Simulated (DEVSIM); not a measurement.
Device: illuminated Si n-on-p cell, one wavelength, at 300 K.

| layer (left to right) | material | thickness (μm) | Nd (cm⁻³) | Na (cm⁻³) | τn (s) | τp (s) | absorption coefficient (cm⁻¹) |
|---|---|---|---|---|---|---|---|
| 1 | Si | 0.430 | 7.9e17 | - | 2.8e-6 | 4.8e-7 | 6100 |
| 2 | Si | 48.0 | - | 8e16 | 2.3e-5 | 2.3e-5 | 6100 |

Left contact: ohmic, minority hole recombination velocity 4e5 cm/s. Right contact: ohmic, minority electron recombination velocity 600 cm/s. Voltage is applied to the left contact. Recombination: SRH at mid-gap, radiative, Auger. Light enters at the left, 4.2e18 photons cm⁻² s⁻¹, one pass, no reflection. Mobility is μmin + (μ − μmin)/(1 + (N/Nref)^α).

The device is made up for the run: typed textbook-type constants, with dimensions and the other settings drawn at random. Values at 300 K.

```tsv
parameter	Si
gap (eV)	1.124
affinity (eV)	4.05
permittivity	11.7
Nc (cm⁻³)	2.86e19
Nv (cm⁻³)	3.1e19
μn (cm²/Vs)	1417
μp (cm²/Vs)	470
μn,min	52
μp,min	45
Nref,n	9.7e16
Nref,p	2.2e17
αn	0.68
αp	0.72
B (cm³/s)	4.7e-15
Cn (cm⁶/s)	2.8e-31
Cp (cm⁶/s)	9.9e-32
```

Simulated with DEVSIM: 1D drift-diffusion, Boltzmann statistics, complete ionisation; no tunnelling, impact ionisation, image-force lowering or self-heating.

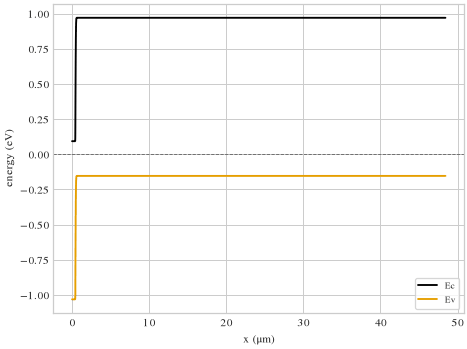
Figure. Band edges at zero bias, in the dark

Energies count from the Fermi level of the right contact; mesh points crowd at the junctions.

```
x (μm)   Ec (eV)  Ev (eV)  n (cm⁻³)  p (cm⁻³)  field (V/cm)
-------  -------  -------  --------  --------  ------------
0.000      0.093   -1.031    7.9e17       150           ≈ 0
0.02882    0.093   -1.031    7.9e17       150           ≈ 0
0.08820    0.093   -1.031    7.9e17       150           ≈ 0
0.2106     0.093   -1.031    7.9e17       150           ≈ 0
0.3626     0.093   -1.031    7.9e17       150           ≈ 0
0.4113     0.096   -1.028    6.9e17       170          7400
0.4354     0.270   -0.854    8.3e14    140000        130000
0.4946     0.818   -0.306    530000    2.2e14         56000
0.6062     0.970   -0.154      1500    7.9e16           130
0.8587     0.970   -0.154      1500    8.0e16           ≈ 0
1.429      0.970   -0.154      1500    8.0e16           ≈ 0
3.484      0.970   -0.154      1500    8.0e16           ≈ 0
7.363      0.970   -0.154      1500    8.0e16           ≈ 0
16.13      0.970   -0.154      1500    8.0e16           ≈ 0
35.94      0.970   -0.154      1500    8.0e16           ≈ 0
42.92      0.970   -0.154      1500    8.0e16           ≈ 0
46.01      0.970   -0.154      1500    8.0e16           ≈ 0
47.37      0.970   -0.154      1500    8.0e16           ≈ 0
48.09      0.970   -0.154      1500    8.0e16           ≈ 0
48.30      0.970   -0.154      1500    8.0e16           ≈ 0
48.38      0.970   -0.154      1500    8.0e16           ≈ 0
48.43      0.970   -0.154      1500    8.0e16           ≈ 0
```
